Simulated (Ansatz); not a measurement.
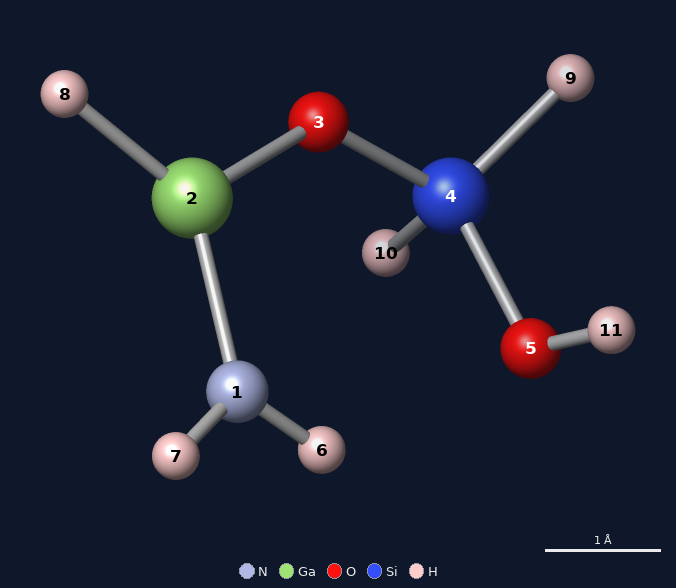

Atoms carry their numbers in the input. The geometry was computed by an optimisation with PBE0-D4/def2-TZVP. No frequency run is at hand to confirm it as a minimum.

Q: How are the neighbours of atom 3 arranged?

A: O3 has 2 neighbours (Ga2 at 1.79, Si4 at 1.62 Å); the arrangement is bent.

Q: What is the geometry at Ga2?

A: Ga2 has 3 neighbours (N1 at 1.80, O3 at 1.79, H8 at 1.54 Å); the arrangement is trigonal planar.

Q: How are the neighbours of atom 4 arranged?

A: Si4 has 4 neighbours (O3 at 1.62, O5 at 1.66, H9 at 1.49, H10 at 1.48 Å); the arrangement is tetrahedral.

Q: How are the neighbours of atom 1 arranged?

A: N1 has 3 neighbours (Ga2 at 1.80, H6 at 1.01, H7 at 1.00 Å); the arrangement is trigonal planar.

Q: What is the dihedral angle N1–Ga2–O3–Si4?

A: 9° in size, that is syn (eclipsed).
